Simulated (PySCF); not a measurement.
**C₂H₃FO, SMILES `FC1CO1`: what the electrons do**

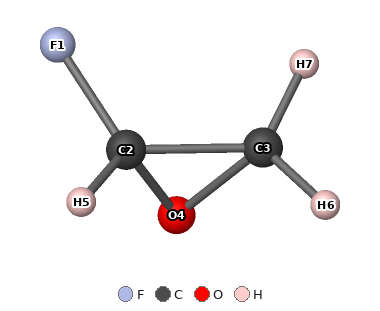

The molecule, with its atoms numbered as below. No frequency check shows the geometry to be a minimum.

Cartesian coordinates (Å):

```
F1      -1.3943    0.1544   -0.1909
C2      -0.2250   -0.0961    0.4435
C3       0.9737    0.6009   -0.0107
O4       0.7242   -0.7627   -0.2717
H5      -0.4079   -0.3813    1.4749
H6       1.7741    0.8073    0.6887
H7       0.8972    1.2569   -0.8688
```

### 1. In an electric field

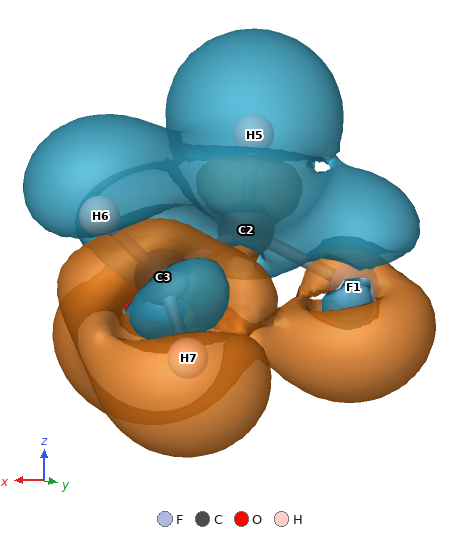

Change of the electron density in a uniform field of 0.26 V/Å, surfaces at ±0.001 e/Å³ (light blue: gain, orange: loss).

Computed with PySCF, LDA (SVWN)/aug-cc-pVDZ, geometry: GFN2-xTB.

Q: Along which Cartesian direction does the field point?

A: Along −z: electrons gather on the +z side, against the field.

Q: How large is the response?

A: The induced dipole is 0.36 D (along the field); α along this axis, from the fields in both directions, is 28 bohr³ (4.2 Å³).

Q: Which atoms gain and lose the most charge?

A: Electrons gather most on H5 (Hirshfeld charge changes by −0.010 e) and leave H7 most (+0.008 e); 0.040 electrons are displaced in all.

### 2. Removing or adding an electron

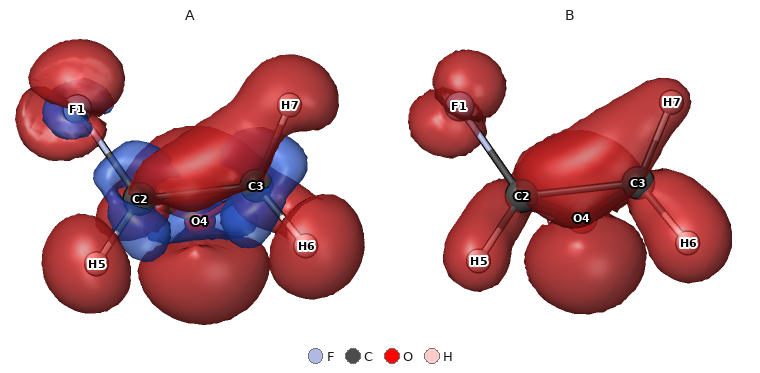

The Fukui function f⁻ from two separate SCF calculations and the density of the HOMO, at ±0.03 e/Å³ (red positive, blue negative).

PySCF calculation, PBE0/6-311+G**, gas phase; geometry: GFN2-xTB.

Q: Which panel is which, and how good is the frozen-orbital picture?

A: A is f⁻ (it has negative regions), B the HOMO density. The HOMO lies on O4 (48 %), C3 (17 %) and C2 (12 %); f⁻ (Hirshfeld-condensed) is largest on O4 (0.31); the vertical ionisation energy is 11.37 eV. Relaxation shifts 19 % of the electron between atoms. The orbital energy is −8.76 eV.

### 3. Localised orbitals

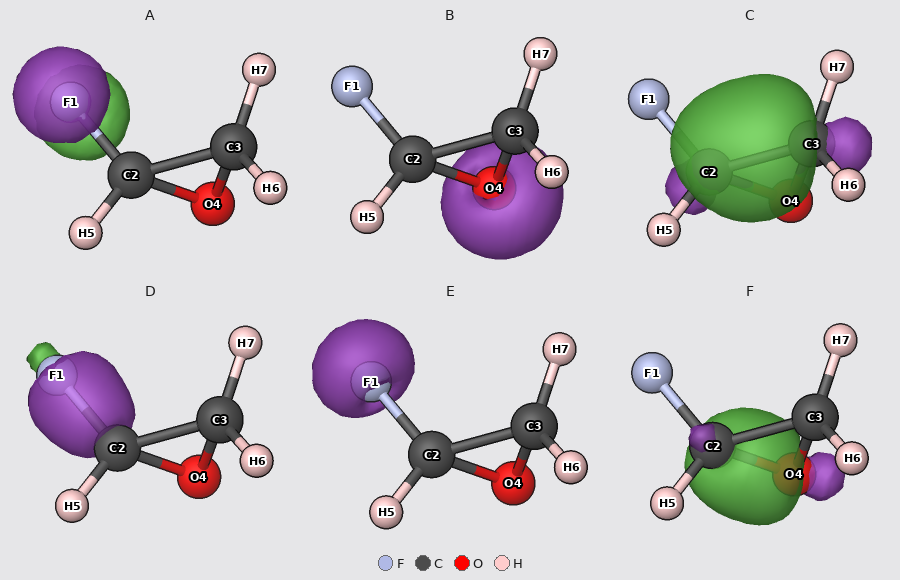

Pipek–Mezey orbitals, occupied; each surface holds about 80 % of the orbital's density. Energies are diagonal elements of the Fock matrix.

Level of theory: M06-2X/6-31+G* (PySCF), at a geometry from GFN2-xTB.

Q: What does each orbital represent in a Lewis picture?

A: By panel:
- A: lone pair on F1 (p-type) (F1 97 %; −14.5 eV)
- B: lone pair on O4 (sp0.5-type) (O4 100 %; −20.0 eV)
- C: σ bond C3–C2 (C3 50 %, C2 50 %; −16.8 eV)
- D: σ bond F1–C2 (F1 69 %, C2 31 %; −26.9 eV)
- E: lone pair on F1 (sp0.4-type) (F1 100 %; −28.0 eV)
- F: σ bond O4–C2 (O4 62 %, C2 37 %; −22.4 eV)

Q: How do all the valence pairs divide up?

A: 12 pairs: 7 σ bonds and 5 lone pairs.

The PySCF runs shown took 17 s, 2.1 min and 9.6 s on 1 thread of Arm Neoverse V2, on a shared host.
